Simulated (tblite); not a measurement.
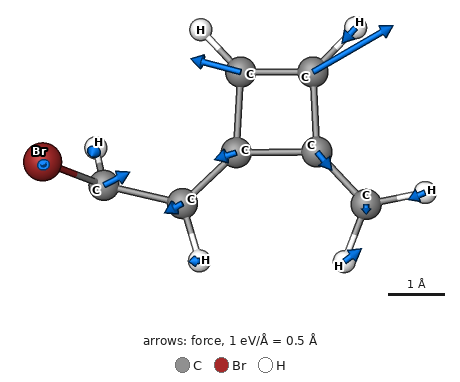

Starting geometry of C7H6Br (multiplicity 2) with the computed forces as blue arrows. The picture is a ball-and-stick view, seen at a tilt.

All numbers below come from GFN2-xTB geometry optimisation, gas phase (tblite 0.8.0). 

Is this structure relaxed? If not, where do the atoms go?

Answer. It isn't relaxed: the largest force vector, on a C atom, is 3.39 eV/Å. The final displacements have little in common with the starting forces (cosine between the two patterns 0.17). The Br atom moves most after the best rigid fit: 1.79 Å. Largest moves by element: Br 1.79 Å, H 1.02 Å, C 0.37 Å. Near-neighbour distances that change, for instance: C–C 1.478 → 1.364 Å, C–C 1.327 → 1.383 Å, C–C 1.317 → 1.369 Å, C–H 1.103 → 1.072 Å. Bond angles that change, for instance: C–C–H 115.4° → 123.5°, C–C–Br 115.3° → 122.2°, C–C–H 115.9° → 121.6°. Over 70 geometry steps the energy falls by 107.0 kJ/mol.
